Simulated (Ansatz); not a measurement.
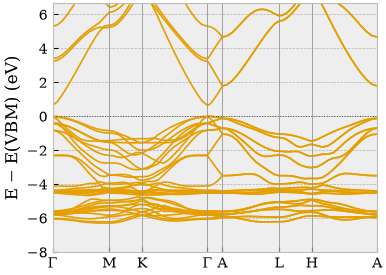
Figure. Band structure from DFT-PBEsol in the program Ansatz with PAW potentials

Q: Read off the gap and where the band edges lie.

A: About 0.6 eV (0.65 eV by a search for the band edges); maximum at Γ, minimum at Γ.

Q: Which compound is it?
(A) CdS, P6_3mc (Pearson symbol hP12)
(B) ZnS, P6_3mc (Pearson symbol hP16)
(C) ZnO, P6_3mc (Zn on 2a, Zn on 2b, O on 2a, O on 2b)
(D) SiC, P6_3mc (Pearson symbol hP16)

A: C, ZnO, P6_3mc (Zn on 2a, Zn on 2b, O on 2a, O on 2b)

A made-up cell: these elements were put on the sites of a structure type. Its sites differ from those of the usual phase in this space group: another stacking or structure type. The cell was relaxed with PBEsol under the symmetry of its start; its stability against distortions is not shown here.

Potentials: the later of the program's two PAW sets.
